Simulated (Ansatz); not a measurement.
# Cr2Mo in the C11b ordering: a Bloch–Grüneisen fit of the computed resistivity

Aim: condense the phonon-limited resistivity of Cr2Mo in the C11b ordering into a transport Debye temperature and an amplitude, and test the fit on a temperature held back.

The resistivities were computed with Ansatz 0.2.0 (DFT PBE, scalar-relativistic, plane waves, PAW) from the linearised Boltzmann equation with harmonic phonons, on q 3×3×3, k 9×9×9, scattering 16×16×16; the fit below is done by hand on them.

The structure was built from a prototype and need not be the compound's stable phase.

### Step 1. The data

The structure is tetragonal, space group I4/mmm (No. 139). Conventional cell: a = 2.967 Å, b = 2.967 Å, c = 8.890 Å, α = 90.00°, β = 90.00°, γ = 90.00°. Around Mo on site a lie 8 Cr at 2.59 Å. Cr on site e has 4 Cr at 2.52 Å and 4 Mo at 2.59 Å as nearest neighbours.

This is the relaxed cell of the run, from steps not shown here.

The mean resistivity of the three axes from 50 to 800 K, with one row held back; the colder rows stay outside the fit and test it at the end:

| T (K) | ρ (μΩ cm) |
| --- | --- |
| 50 | 0.1296 |
| 77 | 0.6654 |
| 100 | 1.416 |
| 150 | 3.401 |
| 200 | 5.415 |
| 300 | 9.213 |
| 400 | 12.82 |
| 600 | ? |
| 800 | 26.79 |

The resistivity is not converged: the component that moves most changes by 14 % between the two finest meshes at 300 K. The structure is a hand-built model.

### Step 2. Model and fit

Bloch and Grüneisen's form is ρ(T) = A (T/Θ)⁵ J₅(Θ/T), with J₅(z) the integral of x⁵/((eˣ − 1)(1 − e⁻ˣ)) from 0 to z. It goes as T⁵ far below Θ and as A T/(4Θ) far above. For a trial Θ the best A is the geometric mean of ρ/[(T/Θ)⁵ J₅] over the rows, and the scatter of that ratio measures the fit:

| Θ (K) | A (μΩ cm) | scatter (%) |
| --- | --- | --- |
| 260 | 23.80 | 44.7 |
| 348 | 38.79 | 22.4 |
| 390 | 48.11 | 11.5 |
| 434 | 59.72 | 0.9 |
| 478 | 73.52 | 10.8 |
| 542 | 98.15 | 26.2 |
| 652 | 156.1 | 50.4 |

The scatter is least at Θ = 434 K, with A = 59.72 μΩ cm (0.9 % r.m.s.).

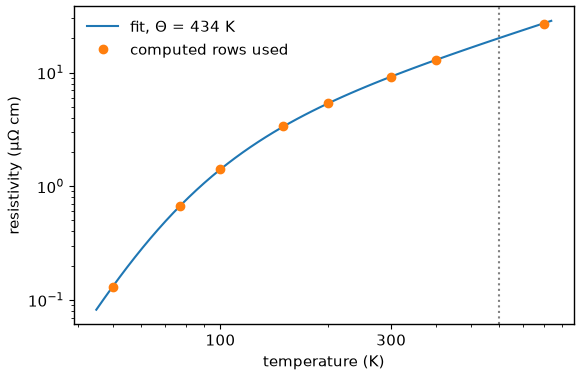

The fit through the rows used; the dotted line marks the temperature held back.

### Step 3. The row held back

At T = 600 K, Θ/T = 0.723, J₅ = 0.06649 and (T/Θ)⁵ = 5.050, so the fit gives 20.05 μΩ cm. The computed value is 19.86 μΩ cm: the fit is off by +0.98 %. Outside its range, at 20 K, it gives 0.00154 against 0.00139 μΩ cm computed, 1.11 times that; at that temperature the run's own test moves by 5 % between meshes in the component that moves most. Among the rows used, the largest miss is -1.4 %, at 150 K.

### Step 4. Reading Θ and A

Θ = 434 K is 1.48 times ħω_log/k_B (293 K) and 0.97 of the highest phonon frequency (449 K). The high-temperature slope of the fit, A/(4Θ), is 0.0344 μΩ cm/K. The same slope from the run's transport coupling and plasma energy, 2π k_B λ_tr/(ħ ε₀ ω_p²) with λ_tr = 0.430 and ħω_p = 6.93, 6.93, 7.13 (xx, yy, zz) eV, is 0.0354 μΩ cm/K in the mean of the axes, +2.9 % from it. For comparison, the computed rows rise by 0.0347 μΩ cm/K between the two hottest.

### Step 5. What came out

```
Θ                                            : 434 K
A                                            : 59.72 μΩ cm
scatter of the fit                           : 0.9 %
held-back row at 600 K, fit against computed : 20.05 against 19.86 μΩ cm
```

In words: Two numbers, Θ = 434 K and A = 59.7 μΩ cm, hold the computed ρ(T) from 50 to 800 K within 0.88 % r.m.s. and predict the held-back row within 0.98 %. By the run's own test the resistivity at 300 K moves by 14 % between its two finest scattering meshes, in the component that moves most. The fit describes the calculation: impurities, thermal expansion, changes of phase and anharmonicity are in neither.

[Logs are printed without paths, hosts, clocks, repeated set-up lines and the standing remarks that a program may print on its own settings, such as how far it seeks lower states.]

[Hosts, paths, dates, database ids (printed as entryN), source tags and the programs' standing remarks are cut or masked in the printed files.]
